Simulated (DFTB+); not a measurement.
# H2O: excited-state calculation

The run: excited-state calculation of H2O, SMILES O. Method and program: DFTB2, R-SCC (DFTB+ 25.1).

The geometry comes from this level: PBE0-D4/def2-TZVP.

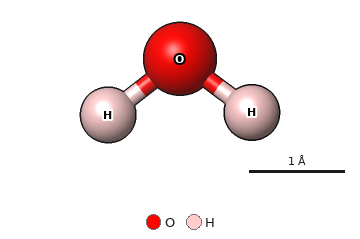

**Figure 1.** The structure as given in the input (ball-and-stick view, seen at a tilt).

Input (dftb_in.hsd)
```
# DFTB2 excited states
Geometry = xyzFormat {
  <<< "input.xyz"
}

Hamiltonian = DFTB {
  SCC = Yes
  SlaterKosterFiles = Type2FileNames {
    Prefix = "slakos/"
    Separator = ""
    Suffix = ".spl"
    LowerCaseTypeName = Yes
  }
  MaxAngularMomentum = {
    O = "p"
    H = "s"
  }
  SCCTolerance = 1e-08
}

ExcitedState = {
  Casida = {
    NrOfExcitations = 3
    Symmetry = Singlet
    Diagonaliser = Stratmann {}
  }
}

Options = {
  WriteResultsTag = Yes
}

ParserOptions = {
  ParserVersion = 14
}
```

File input.xyz
```
3

O     -0.302700     0.200200    -0.140600
H      0.466500     0.548400     0.315300
H     -0.163800    -0.748600    -0.174700
```

Launch command:
```bash
dftb+ > dftb.out
```

Output
```
|  DFTB+ development version (commit: a23bfb2)

Reading input file 'dftb_in.hsd'
Parser version: 14

--------------------------------------------------------------------------------
Reading SK-files:
./slakos/oo.spl
./slakos/oh.spl
./slakos/hh.spl
Done.

Processed input in HSD format written to 'dftb_pin.hsd'

Starting initialization...
--------------------------------------------------------------------------------
OpenMP threads:              1
Chosen random seed:          2067299
Current stacksize:           unlimited
Mode:                        Static calculation
Self consistent charges:     Yes
SCC-tolerance:                 0.100000E-07
Max. scc iterations:                    100
Shell resolved Hubbard:      No
Spin polarisation:           No
Nr. of up electrons:             4.000000
Nr. of down electrons:           4.000000
Periodic boundaries:         No
Electronic solver:           Relatively robust
Casida solver:               Stratmann, SubSpace:   20
Mixer:                       Broyden mixer
Mixing parameter:                  0.200000
Nr. of chrg. vec. in memory:            100
Max. SCC-cycles:                        100
Electronic temperature:              0.100000E-07 H      0.272114E-06 eV
Initial charges:             Set automatically (system chrg:   0.000E+00)
Included shells:             O:  s, p
                             H:  s
Extra options:
                             Mulliken analysis

--------------------------------------------------------------------------------

***  Geometry step: 0

 iSCC Total electronic   Diff electronic      SCC error
    1   -0.41382517E+01    0.00000000E+00    0.75797530E+00
    2   -0.41434927E+01   -0.41382517E+01    0.54951392E+00
    3   -0.41494230E+01   -0.52410350E-02    0.56443386E-02
    4   -0.41494237E+01   -0.59303494E-02    0.56600456E-04
    5   -0.41494237E+01   -0.64030330E-06    0.30038727E-05
    6   -0.41494237E+01   -0.64565242E-10    0.10531865E-07
    7   -0.41494237E+01   -0.25401903E-12    0.53290705E-14

>> Stratmann diagonalisation of response matrix
   Total dimension of A+B:      8 inital subspace:      8
>> Stratmann converged

Total Energy:                       -4.0717848945 H         -110.7989 eV
Extrapolated to 0K:                 -4.0717848945 H         -110.7989 eV
Total Mermin free energy:           -4.0717848945 H         -110.7989 eV
Force related energy:               -4.0717848945 H         -110.7989 eV

--------------------------------------------------------------------------------
--------------------------------------------------------------------------------
SCC                                    +       0.01 ( 74.7%)       0.30 ( 98.7%)
--------------------------------------------------------------------------------
Missing                                +       0.00 ( 25.3%)       0.00 (  1.3%)
Total                                  =       0.01 (100.0%)       0.30 (100.0%)
--------------------------------------------------------------------------------
```

File detailed.out
```
Fermi distribution function

Calculation with static geometry

********************************************************************************
 iSCC Total electronic   Diff electronic      SCC error
    7   -0.41494237E+01   -0.25401903E-12    0.53290705E-14
********************************************************************************

 Total charge:    -0.00000000

 Atomic gross charges (e)
 Atom           Charge
    1      -0.54714213
    2       0.27356628
    3       0.27357585

Nr. of electrons (up):      8.00000000
Atom populations (up)
 Atom       Population
    1       6.54714213
    2       0.72643372
    3       0.72642415

l-shell populations (up)
 Atom Sh.   l       Population
    1   1   0       1.72438251
    1   2   1       4.82275962
    2   1   0       0.72643372
    3   1   0       0.72642415

Orbital populations (up)
 Atom Sh.   l   m       Population  Label
    1   1   0   0       1.72438251  s
    1   2   1  -1       1.30145518  p_y
    1   2   1   0       1.86905000  p_z
    1   2   1   1       1.65225444  p_x
    2   1   0   0       0.72643372  s
    3   1   0   0       0.72642415  s

Fermi level:                         0.0812896477 H            2.2120 eV
Band energy:                        -3.6047652043 H          -98.0907 eV
TS:                                  0.0000000000 H            0.0000 eV
Band free energy (E-TS):            -3.6047652043 H          -98.0907 eV
Extrapolated E(0K):                 -3.6047652043 H          -98.0907 eV
Input / Output electrons (q):      8.0000000000      8.0000000000

Energy H0:                          -4.1705348321 H         -113.4860 eV
Energy SCC:                          0.0211111428 H            0.5745 eV
Total Electronic energy:            -4.1494236893 H         -112.9116 eV
Repulsive energy:                    0.0776387947 H            2.1127 eV
Total energy:                       -4.0717848945 H         -110.7989 eV
Extrapolated to 0:                  -4.0717848945 H         -110.7989 eV
Total Mermin free energy:           -4.0717848945 H         -110.7989 eV
Force related energy:               -4.0717848945 H         -110.7989 eV

Non-constrained calculation

SCC converged

Dipole moment:    0.46945871   -0.31050652    0.21805535 au
Dipole moment:    1.19324511   -0.78922891    0.55424146 Debye
```

File band.out
```
 KPT            1  SPIN            1  KWEIGHT    1.0000000000000000
     1    -22.8692  2.00000
     2    -11.1126  2.00000
     3     -8.3315  2.00000
     4     -6.7320  2.00000
     5     11.1560  0.00000
     6     16.0342  0.00000
```

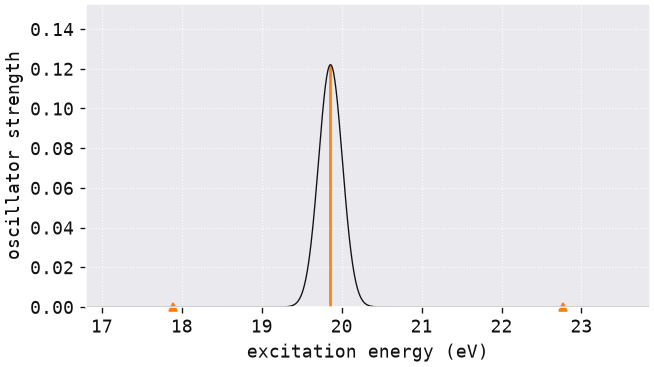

**Figure 2.** Computed excitations as sticks (degenerate states added up, dark ones marked on the axis), with a Gaussian envelope of 0.35 eV full width at half maximum, scaled to the tallest. Of the 3 states the lowest lies at 17.89 eV (f = 0.000); the strongest line is at 19.86 eV, or 62 nm (f = 0.122).

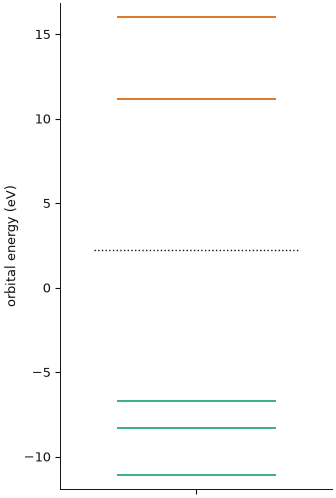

**Figure 3.** Orbital energies near the frontier; the dotted line parts filled from empty levels, and levels within 0.02 eV of each other stand side by side. Highest filled −6.73 eV, lowest empty 11.16 eV, 17.89 eV apart.

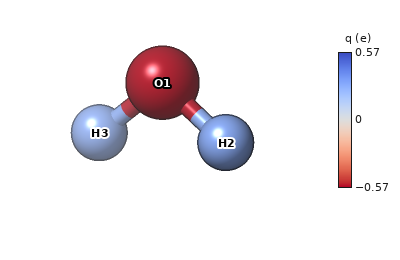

**Figure 4.** Mulliken charges, as the colour of each atom (ball-and-stick view, seen at a tilt; atoms are numbered from 1 in the order of the input). By element: O −0.55 and H +0.27 e.

Key numbers

- outcome: converged
- total energy: −4.071785 hartree
- basis functions: 6
- HOMO: −6.73 eV
- LUMO: 11.16 eV
- dipole moment: 1.53 D
- lowest excitation: 17.89 eV
- hardware: 1 thread of Intel Xeon @ 2.50GHz (Skylake/Cascade Lake), 189 GiB of memory available, shared host
- peak memory: 0.07 GiB

Notes

Settings chosen away from the usual ones: roots.
